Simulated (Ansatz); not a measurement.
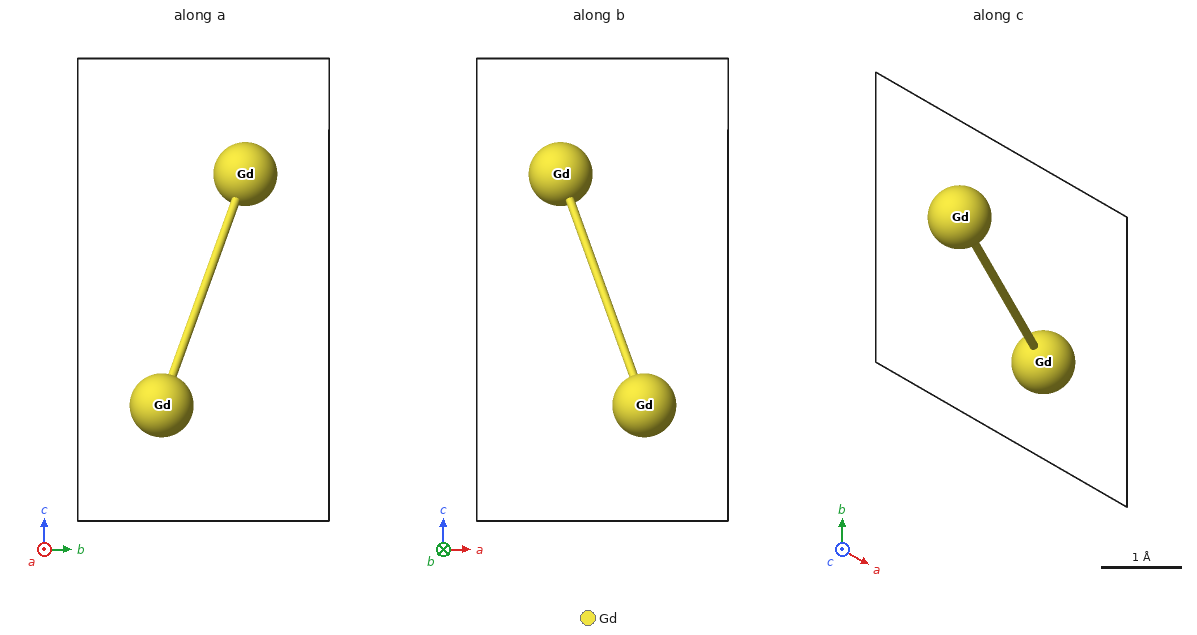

Drawn in the ball-and-stick manner and seen along the a axis, along the b axis and along the c axis. The conventional unit cell is outlined; an atom on or near a face, edge or corner is repeated at each equivalent position.

Lattice parameters: a = 3.6474 Å, b = 3.6474 Å, c = 5.8182 Å, α = 90.000°, β = 90.000°, γ = 120.000°.

**Reconstruct the structure as a CIF in P1 with every atom of the cell.**

```cif
data_structure
_symmetry_space_group_name_H-M 'P 1'
_symmetry_Int_Tables_number 1
_cell_length_a 3.6474
_cell_length_b 3.6474
_cell_length_c 5.8182
_cell_angle_alpha 90.000
_cell_angle_beta 90.000
_cell_angle_gamma 120.000
_cell_volume 67.03
loop_
_atom_site_label
_atom_site_type_symbol
_atom_site_fract_x
_atom_site_fract_y
_atom_site_fract_z
_atom_site_occupancy
Gd1 Gd 0.3333 0.6667 0.7500 1
Gd2 Gd 0.6667 0.3333 0.2500 1
```

The model was built from the standard structure of this element. The geometry comes from a coarse first relaxation with Ansatz, DFT PBE, scalar-relativistic, plane waves, PAW.
